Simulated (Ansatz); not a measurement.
**B3LYP/6-31G(d) (spherical functions) run of H3NO (hydroxylamine)**

What is the vertical singlet–triplet gap of H3NO (hydroxylamine) at B3LYP/6-31G* (spherical functions)? 

The calculation is run with Ansatz 0.2.0.

54 further runs of the same task are left out: 54 set aside as unsound or not needed.

## (1) The molecule

H3NO: 5 atoms, total charge 0, spin state singlet. As SMILES, `NO`. Geometry: relaxed at PBE0-D4/def2-TZVP. This is one conformer, not always the lowest.

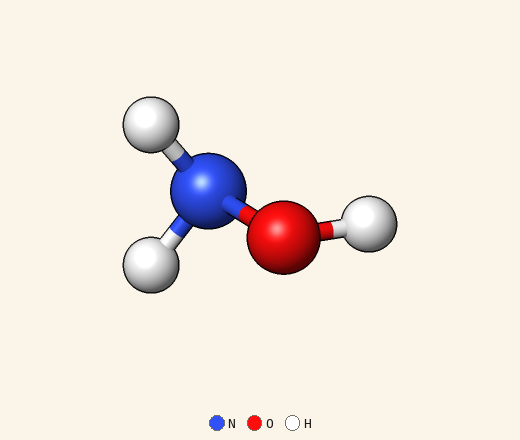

The structure, seen from a chosen angle (nitrogen blue, oxygen red, hydrogen white).

## (2) A single-point energy at B3LYP/6-31G(d) (spherical functions)

Input file input.yaml:

```yaml
crystal:
  periodic: [false, false, false]
  atoms:
    - {symbol: N, position_ang: [-0.165120, -0.361290, -0.321170]}
    - {symbol: O, position_ang: [0.364460, 0.666040, 0.508060]}
    - {symbol: H, position_ang: [-0.162690, -1.190020, 0.266770]}
    - {symbol: H, position_ang: [-1.141650, -0.109840, -0.446210]}
    - {symbol: H, position_ang: [1.105010, 0.995100, -0.007440]}
basis:
  gaussian:
    orbitals: 6-31G_st_-spherical.json
hamiltonian:
  xc: {name: B3LYP}
accuracy: high
output: {orbitals: {seedname: orbitals}}
```

The basis set 6-31G* is read from a file made from the Basis Set Exchange's data (not shown).

On the command line:

```bash
$ ansatz run input.yaml --threads 1 --pin off --max-ram 3480MiB --events-out events.jsonl --progress --plain --runs-dir runs
```

The program printed:

```text
Warning: RAYON_NUM_THREADS=1 ignored (pool sized by the plan → 1); use --threads N
Functional definition: B3LYP
  name "B3LYP"
  parameter a0 = 0.2
  parameter ax = 0.72
  parameter ac = 0.81
  exchange = (1 - a0 - ax)*slater_x + ax*b88_x + a0*exact_x
  correlation = (1 - ac)*vwn_rpa_c + ac*lyp_c
723 factors; integrals over basis functions are off by at most 3.4e-9 eV
mean field evaluation 1: about -3580.4365 eV, gradient 4.2e1 eV
mean field evaluation 2: about -3579.0173 eV, gradient 5.0e1 eV
mean field evaluation 4: about -3583.7778 eV, gradient 1.6e0 eV
mean field evaluation 8: about -3583.7778 eV, gradient 1.6e-2 eV
mean field evaluation 16: about -3583.7778 eV, gradient 3.3e-8 eV
mean field -3583.77777264 eV, -131.7014039728 hartree, gradient 3.2e-8 eV, S^2 0.000000; 0 other end points of the search recorded, 0 dependent functions left out
reference -3583.77779567 eV, -131.7014048190 hartree; 9, 9 occupied and 25, 25 virtual orbitals, 723 factors
Total energy: -3583.77779567 eV, -131.7014048190 hartree
```

Wall time 0.94 s (1 thread of Arm Neoverse V2, shared host).

## (3) The triplet at the same level

Input file job.yaml:

```yaml
crystal:
  periodic: [false, false, false]
  atoms:
    - {symbol: N, position_ang: [-0.165120, -0.361290, -0.321170]}
    - {symbol: O, position_ang: [0.364460, 0.666040, 0.508060]}
    - {symbol: H, position_ang: [-0.162690, -1.190020, 0.266770]}
    - {symbol: H, position_ang: [-1.141650, -0.109840, -0.446210]}
    - {symbol: H, position_ang: [1.105010, 0.995100, -0.007440]}
basis:
  gaussian: {orbitals: 6-31G_st_-spherical.json}
magnetization: {spin_polarized: true, initial_magnetization: 2}
hamiltonian: {xc: {name: B3LYP}}
accuracy: high
output: {orbitals: {seedname: orbitals}}
```

The basis set 6-31G* is read from a file made from the Basis Set Exchange's data (not shown).

On the command line:

```bash
$ ansatz run job.yaml --threads 1 --pin off --max-ram 3480MiB --events-out events.jsonl --progress --plain --runs-dir runs
```

The program printed:

```text
Warning: RAYON_NUM_THREADS=1 ignored (pool sized by the plan → 1); use --threads N
[... 7 set-up lines as earlier in the session ...]
723 factors; integrals over basis functions are off by at most 3.4e-9 eV
mean field evaluation 1: about -3572.0811 eV, gradient 3.4e1 eV
mean field evaluation 2: about -3560.6218 eV, gradient 6.3e1 eV
mean field evaluation 4: about -3576.5202 eV, gradient 5.2e0 eV
mean field evaluation 8: about -3576.8049 eV, gradient 4.3e-1 eV
mean field evaluation 16: about -3576.8064 eV, gradient 1.1e-2 eV
mean field evaluation 32: about -3576.8064 eV, gradient 4.1e-6 eV
mean field -3576.80644416 eV, -131.4452123762 hartree, gradient 4.2e-8 eV, S^2 2.004700; 5 other end points of the search recorded, 0 dependent functions left out
reference -3576.80646840 eV, -131.4452132673 hartree; 10, 8 occupied and 24, 26 virtual orbitals, 723 factors
Total energy: -3576.80646840 eV, -131.4452132673 hartree
```

Run time: 5.4 s. Hardware: 1 thread of Arm Neoverse V2, shared host; peak memory 0.13 GiB.

## (4) What came out

At B3LYP/6-31G* (spherical functions):

| quantity | value |
| --- | --- |
| singlet: total energy | -131.70140 Eh |
| singlet: HOMO energy | -6.73 eV |
| singlet: LUMO energy | 2.38 eV |
| singlet: HOMO–LUMO gap | 9.11 eV |
| triplet: total energy | -131.44521 Eh |
| triplet: HOMO energy (highest over α and β) | -0.15 eV |
| triplet: ⟨S²⟩ | 2.005 |
| vertical energy of the triplet above the singlet | 6.971 eV |

At this shape the triplet lies 6.97 eV (673 kJ/mol) above the singlet.
